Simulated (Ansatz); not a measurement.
```yaml
atoms:
  - { symbol: Si, position_ang: [-1.0100, 0.8700, -0.6644] }
  - { symbol: Cl, position_ang: [0.5510, -0.8464, 2.8231] }
  - { symbol: Cl, position_ang: [-1.6513, 1.7055, -2.3920] }
  - { symbol: Cl, position_ang: [-2.0845, -0.7673, -0.2242] }
  - { symbol: Cl, position_ang: [-1.1096, 2.2528, 0.8014] }
  - { symbol: H, position_ang: [1.1166, -1.1421, -0.3751] }
  - { symbol: O, position_ang: [0.5376, 0.3505, -0.8493] }
  - { symbol: H, position_ang: [0.9885, -1.5114, 1.8042] }
  - { symbol: F, position_ang: [1.4406, -1.9314, 0.0277] }
  - { symbol: H, position_ang: [1.2209, 1.0196, -0.9516] }
```

The product side of a reaction path; geometry: PBE0-D4/def2-TZVP.

Theory: RKS PBE0-D4/def2-TZVPP in Ansatz 0.2.0.

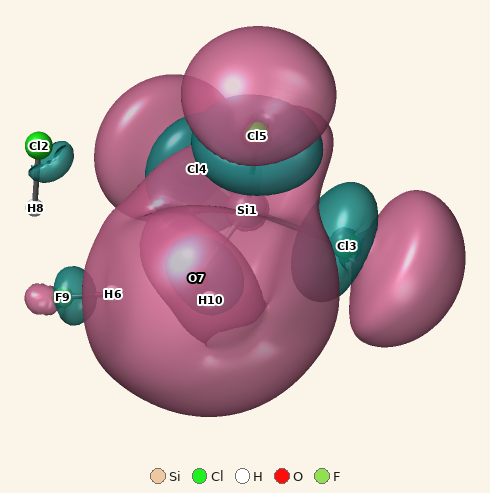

Cl3HOSi···HCl···HF. The LUMO at ±0.04 Å⁻³ᐟ² (teal and pink are the two phases), seen at a tilt.

Question: What is the character of this orbital?

Answer: It lies mainly on Si1 (about 25 %), Cl3 (about 15 %), H10 (about 15 %), Cl5 (about 15 %), Cl4 (about 15 %) and O7 (about 10 %). Its energy is −0.49 eV.
